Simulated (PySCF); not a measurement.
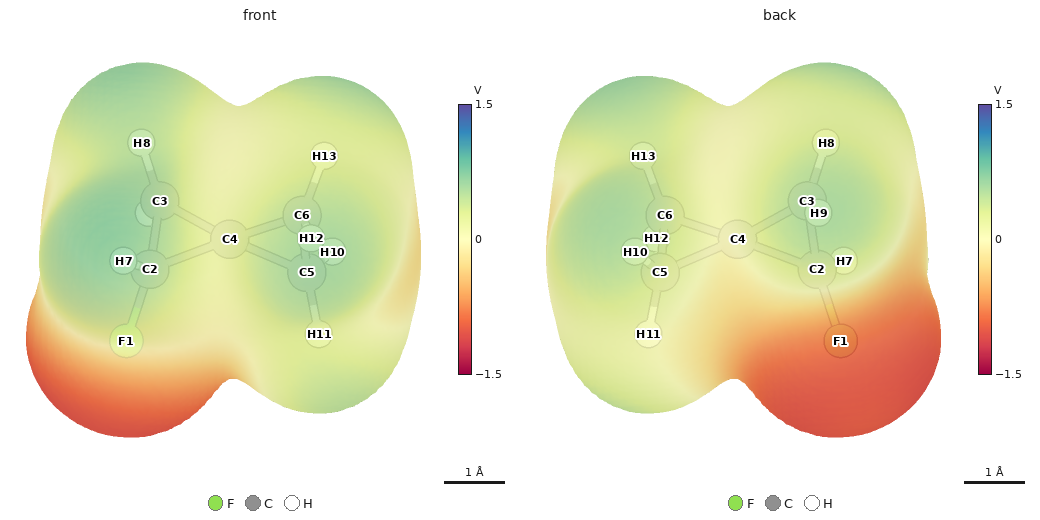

Figure. C₅H₇F. The electrostatic potential painted on the density surface at 0.001 e/bohr³, seen from the front and from behind; the colour scale runs from red (negative) to blue (positive).

Geometry: GFN2-xTB.

Level of theory: wB97X-D/def2-SVPD, SCF density, gas phase (PySCF 2.14.0).

The calculation's input:

```
{"job": {"kind": "uv", "xc": "wB97X-D", "basis": "def2-SVPD", "nstates": 8, "ntriplets": 3}, "charge": 0, "multiplicity": 1}
F      1.618644    -0.155722    -1.786678
C      1.300158     0.338076    -0.551342
C      1.198833    -0.640192     0.593222
C     -0.012506     0.009111     0.030758
C     -1.347401    -0.405098    -0.454764
C     -1.203135     0.741911     0.518080
H      1.759083     1.311093    -0.417972
H      1.571227    -0.331590     1.559274
H      1.366426    -1.682651     0.364266
H     -1.757899    -1.336644    -0.093331
H     -1.609807    -0.180593    -1.478106
H     -1.373906     1.745874     0.157858
H     -1.514104     0.586911     1.541007
```

Command:

```sh
OMP_NUM_THREADS=1 python probes_run.py task.json out
```

Question: Which sites attract a positive test charge, and which a negative one?

Answer: A positive charge is drawn to the negative regions and a negative charge to the positive ones. The most negative region (about −1.0 V) lies over F1, the most positive (about +0.7 V) over H7.
